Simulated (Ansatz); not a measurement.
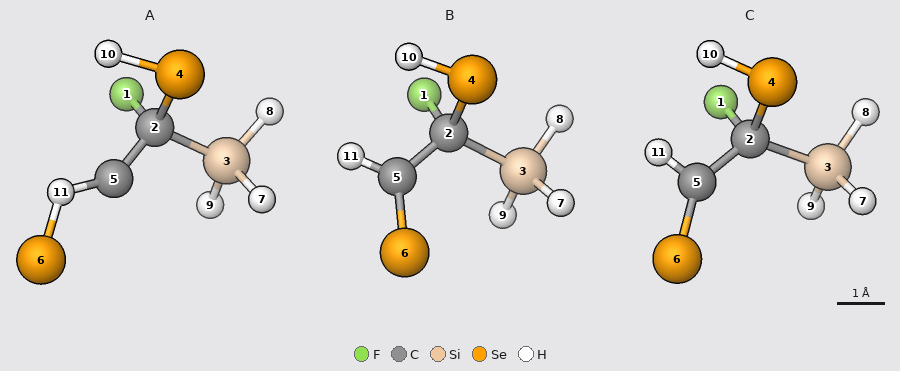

3 geometries from one relaxation of C₂H₅FSe₂Si, in shuffled order. Style: ball-and-stick. Shown at a tilt.

The run prepares an end point of a later path (hydrogen shift) calculation, from a guessed geometry.

These are results of Ansatz, RHF/def2-SVP, not measurements. (no spin polarisation; force threshold 0.02 eV/Å; at most 50 steps)

Question: Put them in the order of the run, from the start to the converged end.

Answer: A, C, B. They are steps 0, 5, 19, at +7.293 eV, +0.583 eV relative to the last. The atom that moves furthest after the best rigid fit is Se6 (1.37 Å). Largest moves by element: Se 1.37 Å, H 1.03 Å, C 0.36 Å, Si 0.25 Å, F 0.12 Å. Among the contacts that change: Si3–Se6 4.929 → 3.556 Å, C2–Se6 3.940 → 2.906 Å, Se6–H11 1.530 → 2.472 Å, C5–Se6 2.466 → 1.740 Å. New bonds form: C5–Se6 (2.47 → 1.74 Å). Bonds break: Se6–H11 (1.53 → 2.47 Å). Bond angles that change, for instance: C2–C5–H11 145.4° → 112.3°, C2–Se4–H10 88.0° → 94.9°, Si3–C2–C5 109.8° → 116.5°. Groups turn about C2–C5 by about 30°. Over 18 accepted moves (19 points after the start) the energy falls by 7.293 eV. Largest force component: 4.4 eV/Å at the start, 0.0062 eV/Å at the end. The line search rejected the trial step at point 9 of the run. Cost: 96 s on 2 threads of INTEL(R) XEON(R) PLATINUM 8581C CPU @ 2.10GHz (Emerald Rapids), with other jobs on the host, peak memory 0.56 GiB.
